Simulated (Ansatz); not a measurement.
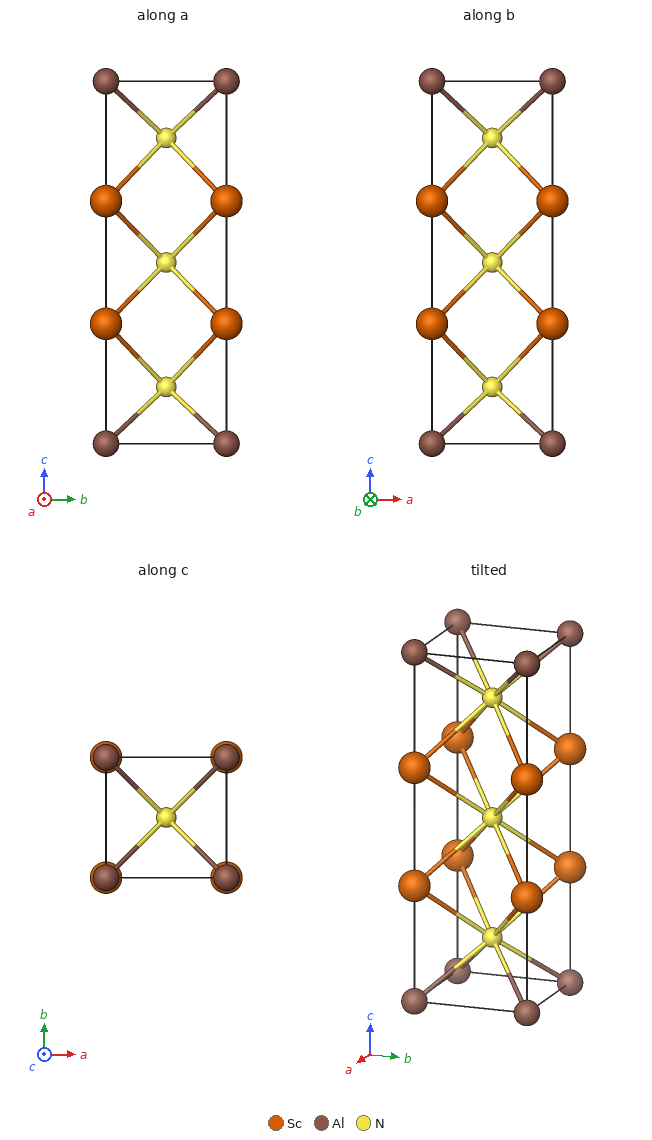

Shown here is a ball-and-stick view of the crystal, taken along the a axis, along the b axis, along the c axis and slightly off an axis. Lines trace the edges of the conventional unit cell.

Lattice parameters: a = 2.7259 Å, b = 2.7259 Å, c = 8.1986 Å, α = 90.000°, β = 90.000°, γ = 90.000°.

Record the structure as a CIF with its space group and independent sites, with free fractional coordinates to two decimals.

```cif
data_structure
_symmetry_space_group_name_H-M 'P 4/m m m'
_symmetry_Int_Tables_number 123
_cell_length_a 2.7259
_cell_length_b 2.7259
_cell_length_c 8.1986
_cell_angle_alpha 90.000
_cell_angle_beta 90.000
_cell_angle_gamma 90.000
_cell_volume 60.92
loop_
_atom_site_label
_atom_site_type_symbol
_atom_site_symmetry_multiplicity
_atom_site_Wyckoff_symbol
_atom_site_fract_x
_atom_site_fract_y
_atom_site_fract_z
_atom_site_occupancy
Sc1 Sc 2 g 0.00 0.00 0.33 1
Al1 Al 1 a 0.00 0.00 0.00 1
N1 N 2 h 0.50 0.50 0.16 1
N2 N 1 d 0.50 0.50 0.50 1
```

Starting structure: a structure type filled with these elements by a generator (whether the compound takes this form wasn't checked). Atoms and cell were optimised with DFT PBE, scalar-relativistic, plane waves, PAW (Ansatz).
